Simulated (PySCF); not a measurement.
Al(F)(Me)(Vi), C₃H₆AlF, SMILES [Al]([CH3])([F])[CH]=C at its PBE0/def2-SVP optimised geometry (Å):

```
11

Al    -0.0837    -1.1242     0.0000
F     -0.8581    -2.6064     0.0063
C      1.8601    -1.1242     0.0000
H      2.2981    -0.1174    -0.0834
H      2.2511    -1.7328    -0.8324
H      2.2457    -1.5799     0.9279
C     -1.2006     0.4608     0.0000
C     -0.6618     1.6911    -0.0113
H     -2.2981     0.4024     0.0091
H     -1.2682     2.6064    -0.0114
H      0.4239     1.8538    -0.0209
```

Method: PBE0/def2-TZVP run with PySCF. Cells within 0.4 Å of a nucleus heavier than hydrogen are left out (blank, or x).

Map of the deformation density (molecule minus spherical neutral atoms) (e/bohr³) on the plane z = 0.0 Å:

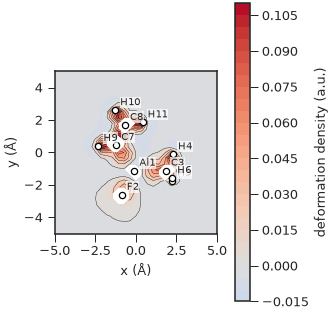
Fig. 1. Deformation density (molecule minus spherical neutral atoms) (e/bohr³) on the plane z = 0.0 Å.
